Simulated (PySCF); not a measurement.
```xyz
18

C     3.0067    0.7502    0.0683
C     1.7210    0.8587   -0.2147
C     0.6292    0.9921    0.8072
B    -0.0746   -0.4278    0.8628
C    -1.3005   -0.7890   -0.0226
C    -1.9853   -1.9148    0.2071
C    -1.7592    0.1335   -1.1202
H     3.7543    0.6502   -0.7007
H     3.3674    0.7658    1.0837
H     1.3922    0.8345   -1.2457
H     1.0758    1.2679    1.7632
H    -0.0390    1.7966    0.4965
H     0.3680   -1.2445    1.5773
H    -1.6916   -2.6065    0.9788
H    -2.8691   -2.1823   -0.3548
H    -2.6457   -0.2515   -1.6205
H    -1.9885    1.1184   -0.7167
H    -0.9698    0.2547   -1.8605
```

Geometry: GFN2-xTB.

Method: PBE0/pcSseg-1, SCF density, gas phase, non-relativistic (PySCF 2.14.0).

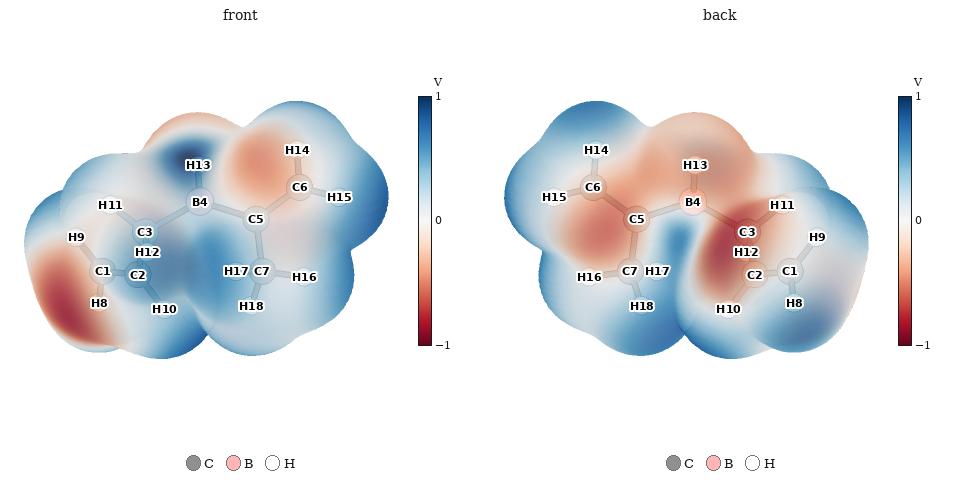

C$_{6}$H$_{11}$B (SMILES C=CCBC(=C)C). The molecular electrostatic potential painted on the density surface at 0.002 e/bohr³, seen from the front and from behind; red is negative and blue positive.

Which sites attract a positive test charge, and which a negative one?

Answer. A positive charge is drawn to the negative regions and a negative charge to the positive ones. The most negative region (about −0.8 V) lies over the π face of C1 and C2, the most positive (about +0.8 V) over B4, H10, H15 and H18.
